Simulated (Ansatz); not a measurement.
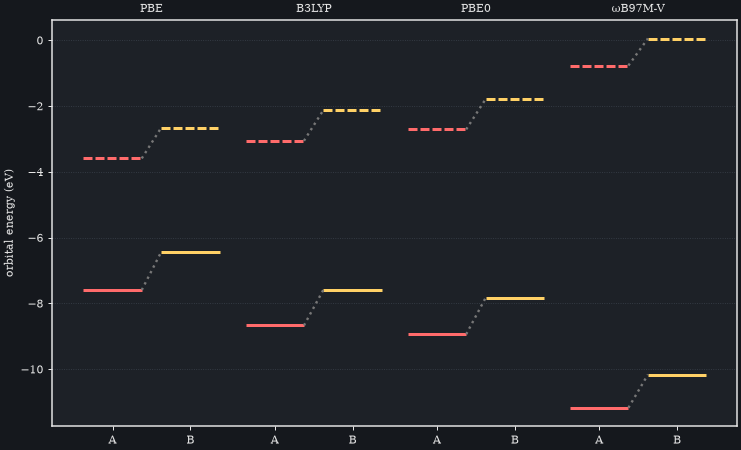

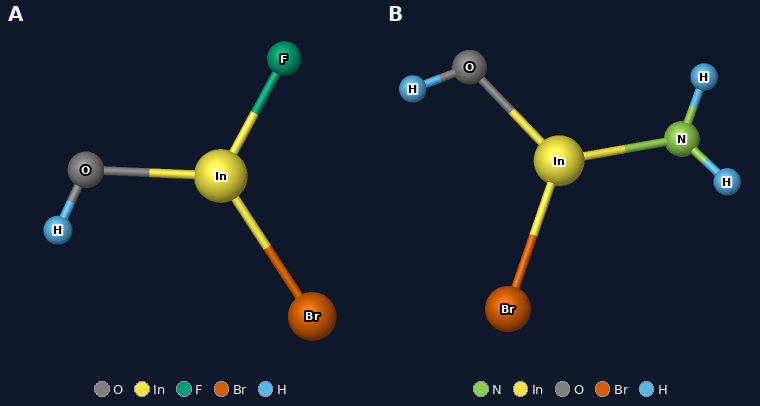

One change: A, InHOBrF (SMILES [OH][In]([F])[Br]), becomes B, InNH₃OBr (SMILES [NH2][In]([OH])[Br]). F on In is replaced by NH₂. HOMO (solid) and LUMO (dashed) computed in def2-TZVPP at PBE0-D4/def2-TZVP geometries, both minima by their frequencies, gas phase, the Ansatz code. Empty levels above zero depend strongly on the basis.

> What does the change do to HOMO and LUMO?

PBE: the HOMO rises by 1.16 eV, the LUMO rises by 0.93 eV, and the separation goes from 4.00 to 3.78 eV. B3LYP: the HOMO rises by 1.09 eV, the LUMO rises by 0.94 eV, and the separation goes from 5.61 to 5.46 eV. PBE0: the HOMO rises by 1.11 eV, the LUMO rises by 0.92 eV, and the separation goes from 6.23 to 6.04 eV. ωB97M-V: the HOMO rises by 1.01 eV, the LUMO rises by 0.82 eV, and the separation goes from 10.40 to 10.22 eV.

> Do the functionals agree on the effect?

They agree on the direction for both levels; the HOMO shift lies between 1.01 and 1.16 eV and the LUMO shift between 0.82 and 0.94 eV, while the separations themselves differ by up to 6.4 eV between functionals.

Note: core potentials past krypton; spin-orbit coupling is left out, and with In it can shift these values.
